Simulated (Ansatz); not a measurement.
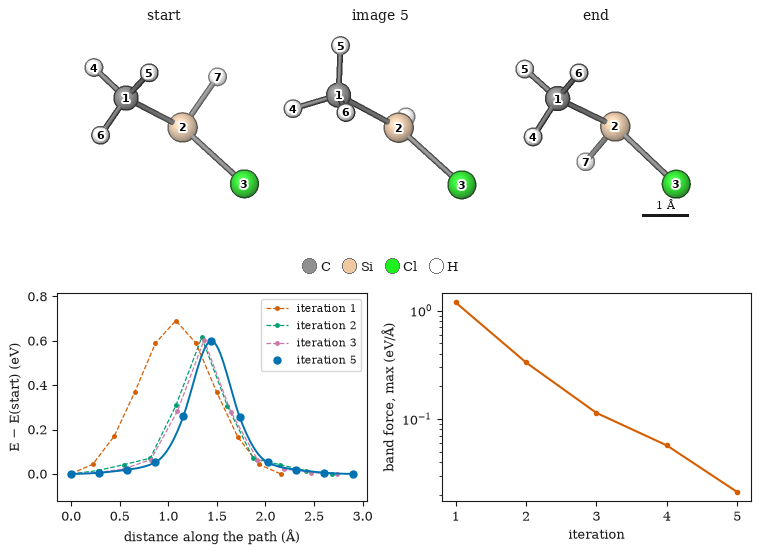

NEB run on CH4ClSi (multiplicity 2). Images are numbered from 0 (start) to 10 (end). The plot follows the band through its iterations. A ball-and-stick model, seen from a free direction.

All numbers below come from UKS B3LYP/def2-SVP in Ansatz 0.2.0.

The input:
```yaml
crystal:
  periodic: [false, false, false]
  atoms:
    - { symbol: C, position_ang: [-0.640752, 0.468987, -0.331767] }
    - { symbol: Si, position_ang: [1.017275, -0.398864, -0.088133] }
    - { symbol: Cl, position_ang: [0.695058, -2.339014, 0.63367] }
    - { symbol: H, position_ang: [-0.478215, 1.498493, -0.690493] }
    - { symbol: H, position_ang: [-1.19098, 0.512361, 0.623823] }
    - { symbol: H, position_ang: [-1.262694, -0.06426, -1.066941] }
    - { symbol: H, position_ang: [1.860298, 0.322297, 0.919842] }
magnetization:
  spin_polarized: true
  initial_magnetization: 1
basis:
  gaussian: { orbitals: def2-SVP }
hamiltonian:
  xc: b3lyp
neb:
  order_check: false
  images: 9
  f_tol: 0.05
  max_iterations: 60
  initial_path: idpp
  final_atoms:
    - { symbol: C, position_ang: [-0.68867945, 0.45268004, -0.24401393] }
    - { symbol: Si, position_ang: [0.53512834, -0.54968812, 0.78397279] }
    - { symbol: Cl, position_ang: [1.23524595, -2.17323626, -0.34071841] }
    - { symbol: H, position_ang: [-0.20231294, 0.81880016, -1.16460317] }
    - { symbol: H, position_ang: [-1.04137682, 1.32230247, 0.33450597] }
    - { symbol: H, position_ang: [-1.56157615, -0.15349334, -0.53040732] }
    - { symbol: H, position_ang: [1.72356106, 0.28263504, 1.16126506] }
```

Command:
```bash
ansatz run input.yaml --threads 1 --pin off --max-ram 2048MiB --backend cpu --events-out ev --progress --plain --runs-dir out
```

> Judge this run.

The run is converged, with reservations. The band converged in 5 iterations. The largest component of the band force went from 1.2 to 0.021 eV/Å. The climbing image converged on the top of the path. Its vibrational analysis gives 2 imaginary modes over 30i cm⁻¹, so it isn't confirmed as a transition state. The first iteration put the highest image at 0.69 eV. The barrier is about 0.60 eV in both directions, with image 5 at the top; the ends have the same energy.

Cost: 3 min on 1 thread of Arm Neoverse V1, on a shared host, peak memory 0.17 GiB.
